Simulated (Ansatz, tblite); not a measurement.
# Ge23H30 ring rod (Ge₂₃H₃₀): which spin state is lowest

Is the singlet the ground state of Ge23H30 ring rod (Ge₂₃H₃₀)? Other spin states are computed and compared level by level.

Program: Ansatz 0.2.0, Gaussian basis. Level of theory: as each input shows. These are calculated values, not measurements.

The runs, in order: triplet, at the geometry of the singlet (GFN1-xTB, GFN2-xTB, PBE0-D4/def2-SVP, PBE-D4/def2-SVP); the singlet's energies come from earlier runs.

1 further run of the same task is left out (set aside as unsound or not needed).

### Step 1. The relaxed structure

The geometry is that of the singlet, from an earlier relaxation (PBE-D4/def2-SVP).

53 atoms, charge 0, spin multiplicity 1.

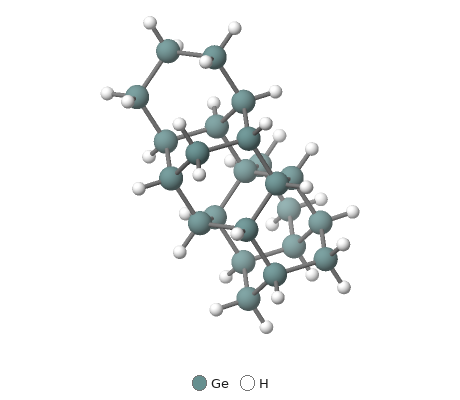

The geometry (germanium teal, hydrogen white).

### Step 2. Triplet at the fixed geometry, GFN1-xTB

Tight binding, by tblite at 300 K electronic temperature and without a spin-polarisation term:

```python
tblite.interface.Calculator('GFN1-xTB', numbers, positions, charge=0, uhf=2).singlepoint()
```

Energy -1491.4505 eV; 0.81 s.

### Step 3. Triplet at the fixed geometry, GFN2-xTB

Tight binding, by tblite at 300 K electronic temperature and without a spin-polarisation term:

```python
tblite.interface.Calculator('GFN2-xTB', numbers, positions, charge=0, uhf=2).singlepoint()
```

Energy -1627.8168 eV; 1 s.

### Step 4. Triplet at the fixed geometry, PBE0-D4/def2-SVP

The input, in.yaml:

```yaml
crystal:
  periodic: [false, false, false]
  atoms:
    - {symbol: Ge, position_ang: [-3.436014, -1.976220, -3.725829]}
    - {symbol: Ge, position_ang: [-3.423759, -1.976890, -1.269578]}
    - {symbol: Ge, position_ang: [0.568374, -1.964156, -3.737364]}
    - {symbol: Ge, position_ang: [-1.441140, -0.830786, -4.563558]}
    - {symbol: Ge, position_ang: [0.564830, -1.958365, -1.271891]}
    - {symbol: Ge, position_ang: [-1.436268, -0.826965, -0.417312]}
    - {symbol: Ge, position_ang: [0.559329, -1.984183, 2.899074]}
    - {symbol: Ge, position_ang: [-1.422477, -0.819022, 2.046890]}
    - {symbol: Ge, position_ang: [0.561721, -1.986614, 5.356046]}
    - {symbol: Ge, position_ang: [-1.399841, -0.807849, 6.210646]}
    - {symbol: Ge, position_ang: [-1.414610, 1.476642, -3.738764]}
    - {symbol: Ge, position_ang: [-1.412850, 1.471166, -1.273253]}
    - {symbol: Ge, position_ang: [-1.436463, 1.479234, 2.900976]}
    - {symbol: Ge, position_ang: [-1.425717, 1.481160, 5.357999]}
    - {symbol: Ge, position_ang: [2.567917, -0.819186, -4.566156]}
    - {symbol: Ge, position_ang: [2.556377, -0.819733, -0.407331]}
    - {symbol: Ge, position_ang: [2.550163, -0.833283, 2.056323]}
    - {symbol: Ge, position_ang: [2.572248, 1.482758, -3.732784]}
    - {symbol: Ge, position_ang: [0.578618, 2.633292, -4.566494]}
    - {symbol: Ge, position_ang: [2.558148, 1.475211, -1.268051]}
    - {symbol: Ge, position_ang: [0.570643, 2.623717, -0.408658]}
    - {symbol: Ge, position_ang: [2.519105, 1.454404, 2.925151]}
    - {symbol: Ge, position_ang: [0.554920, 2.626751, 2.054921]}
    - {symbol: H, position_ang: [-3.464991, -3.440065, -4.255856]}
    - {symbol: H, position_ang: [-4.713671, -1.255410, -4.248054]}
    - {symbol: H, position_ang: [-3.437438, -3.439808, -0.735990]}
    - {symbol: H, position_ang: [-4.699789, -1.266736, -0.728836]}
    - {symbol: H, position_ang: [0.564417, -3.444708, -4.233169]}
    - {symbol: H, position_ang: [-1.429829, -0.825062, -6.124966]}
    - {symbol: H, position_ang: [0.556283, -3.433730, -0.760506]}
    - {symbol: H, position_ang: [0.541879, -3.451868, 2.370348]}
    - {symbol: H, position_ang: [-2.698919, -1.554983, 2.566735]}
    - {symbol: H, position_ang: [0.596392, -3.448313, 5.890347]}
    - {symbol: H, position_ang: [1.843691, -1.266109, 5.866903]}
    - {symbol: H, position_ang: [-2.681518, -1.541999, 5.722067]}
    - {symbol: H, position_ang: [-1.409319, -0.814390, 7.767307]}
    - {symbol: H, position_ang: [-2.697630, 2.214911, -4.235455]}
    - {symbol: H, position_ang: [-2.693633, 2.203681, -0.762056]}
    - {symbol: H, position_ang: [-2.717836, 2.199180, 2.377897]}
    - {symbol: H, position_ang: [-2.664414, 2.252801, 5.899594]}
    - {symbol: H, position_ang: [-0.151521, 2.219863, 5.862251]}
    - {symbol: H, position_ang: [2.573413, -0.822455, -6.123880]}
    - {symbol: H, position_ang: [3.845801, -1.564067, -4.078741]}
    - {symbol: H, position_ang: [3.830285, -1.559161, -0.926252]}
    - {symbol: H, position_ang: [3.828444, -1.566972, 2.571432]}
    - {symbol: H, position_ang: [3.853405, 2.220832, -4.233507]}
    - {symbol: H, position_ang: [0.578922, 2.640010, -6.124212]}
    - {symbol: H, position_ang: [0.574580, 4.112300, -4.078717]}
    - {symbol: H, position_ang: [3.831187, 2.209899, -0.741500]}
    - {symbol: H, position_ang: [0.569496, 4.096411, -0.928323]}
    - {symbol: H, position_ang: [2.459876, 1.420094, 4.481783]}
    - {symbol: H, position_ang: [3.819527, 2.203831, 2.513182]}
    - {symbol: H, position_ang: [0.559644, 4.100925, 2.569183]}
basis:
  gaussian: {orbitals: def2-SVP, fitting: {mean_field: def2-universal-jkfit}}
magnetization: {spin_polarized: true, initial_magnetization: 2}
hamiltonian: {xc: pbe0, dispersion: d4}
scf: {omitted_lower_state_checks: [starts]}
output: {orbitals: {seedname: orbitals}}
```

Launch:

```console
> ansatz run in.yaml --threads 11 --pin off --events-out ev --progress --plain --max-ram 120832MiB --backend cuda --devices 0, --max-vram 75GiB
```

The log of the run:

```text
Functional definition: PBE0
  name "PBE0"
  cite "Adamo & Barone, J. Chem. Phys. 110, 6158 (1999) doi:10.1063/1.478522"
  cite "Perdew, Burke & Ernzerhof, Phys. Rev. Lett. 77, 3865 (1996) doi:10.1103/PhysRevLett.77.3865"
  parent pbe
  parameter a = 0.25
  parameter kappa = 0.804
  parameter beta = 0.06672455060314922
  exchange = (1 - a)*pbe_x(kappa = kappa, mu = beta*pi^2/3) + a*exact_x
  correlation = pbe_c(beta = beta)
these checks for a lower state are left out or cut short: starts
6658 factors; integrals over basis functions are off by at most 3.5e-1 eV
mean field evaluation 1: about -1300089.6002 eV, gradient 4.0e1 eV
mean field evaluation 2: about -1300089.6101 eV, gradient 3.8e1 eV
mean field evaluation 4: about -1300092.7883 eV, gradient 3.5e0 eV
mean field evaluation 8: about -1300092.8340 eV, gradient 5.6e-1 eV
mean field evaluation 16: about -1300092.8448 eV, gradient 1.2e-2 eV
mean field evaluation 32: about -1300092.8449 eV, gradient 1.6e-4 eV
mean field -1300092.84485487 eV, -47777.5308138356 hartree, gradient 1.0e-5 eV, S^2 2.004881; 0 other end points of the search recorded, 0 dependent functions left out
reference -1300092.84493570 eV, -47777.5308168059 hartree; 384, 382 occupied and 502, 504 virtual orbitals, 6658 factors
Total energy: -1300096.35413034 eV, -47777.6597773302 hartree
Checks for a lower state left out: starts
```

Wall time 29 s (1 × H100 with 11 threads of AMD EPYC 7R13, shared host); peak host memory 1.8 GiB.

Report: HOMO -2.56 eV, LUMO -5.68 eV (over both spins; with the spin held, an empty level of the minority spin lies below the top filled one); ⟨S²⟩ 2.005 (pure: 2.00).

### Step 5. Triplet at the fixed geometry, PBE-D4/def2-SVP

start.molden holds the orbitals of an earlier run on this state, given as this run's starting guess.

in.yaml: that of step 4 with these lines changed.

```diff
@@ -57,5 +57,5 @@
 basis:
-  gaussian: {orbitals: def2-SVP, fitting: {mean_field: def2-universal-jkfit}}
+  gaussian: {orbitals: def2-SVP, fitting: {mean_field: def2-universal-jkfit}, initial_orbitals: start.molden}
 magnetization: {spin_polarized: true, initial_magnetization: 2}
-hamiltonian: {xc: pbe0, dispersion: d4}
+hamiltonian: {xc: pbe, dispersion: d4}
 scf: {omitted_lower_state_checks: [starts]}
```

The command is unchanged.

The log of the run:

```text
Functional definition: PBE
  name "PBE"
  cite "Perdew, Burke & Ernzerhof, Phys. Rev. Lett. 77, 3865 (1996) doi:10.1103/PhysRevLett.77.3865"
  parent pbe
  parameter kappa = 0.804
  parameter beta = 0.06672455060314922
  exchange = pbe_x(kappa = kappa, mu = beta*pi^2/3)
  correlation = pbe_c(beta = beta)
these checks for a lower state are left out or cut short: starts
6658 factors; integrals over basis functions are off by at most 3.5e-1 eV
mean field evaluation 1: about -1300056.9529 eV, gradient 1.6e1 eV
mean field evaluation 2: about -1300057.9123 eV, gradient 9.3e-1 eV
mean field evaluation 4: about -1300057.8867 eV, gradient 2.3e-1 eV
mean field evaluation 8: about -1300057.8885 eV, gradient 3.7e-3 eV
mean field -1300057.88845715 eV, -47776.2461899135 hartree, gradient 1.0e-5 eV, S^2 2.001699; 0 other end points of the search recorded, 0 dependent functions left out
reference -1300057.88856482 eV, -47776.2461938704 hartree; 384, 382 occupied and 502, 504 virtual orbitals, 6658 factors
Total energy: -1300061.72470909 eV, -47776.3871695720 hartree
Checks for a lower state left out: starts
```

Wall time 12 s (1 × H100 with 11 threads of AMD EPYC 7R13, shared host); peak host memory 1.7 GiB.

From the report: HOMO -2.18 eV, LUMO -5.80 eV (over both spins; with the spin held, an empty level of the minority spin lies below the top filled one); ⟨S²⟩ 2.002 (pure: 2.00).

### Step 6. Triplet less singlet, vertical

The singlet's energies are those of its earlier runs, whose logs aren't repeated here.

| level | triplet less singlet, vertical (eV) | time |
| --- | --- | --- |
| GFN1-xTB | +2.619 | 1.4 s |
| GFN2-xTB | +3.543 | 1.8 s |
| PBE-D4/def2-SVP | +3.703 | 16 s |
| PBE0-D4/def2-SVP | +4.297 | 43 s |

Times add the two runs; a level without a time comes out of a correlated run. Tight binding without a spin term can't rank spin states.

### Step 7. What came out

```
                                               quantity                                   value
triplet less singlet, vertical, functionals in def2-SVP  +3.703 (PBE-D4) to +4.297 eV (PBE0-D4)
```

All functionals put the triplet above the singlet, over a spread of 0.593 eV. The checks for a lower triplet were left out, so another state of that spin may lie lower. These are electronic energies, without zero-point motion, entropy or surroundings.
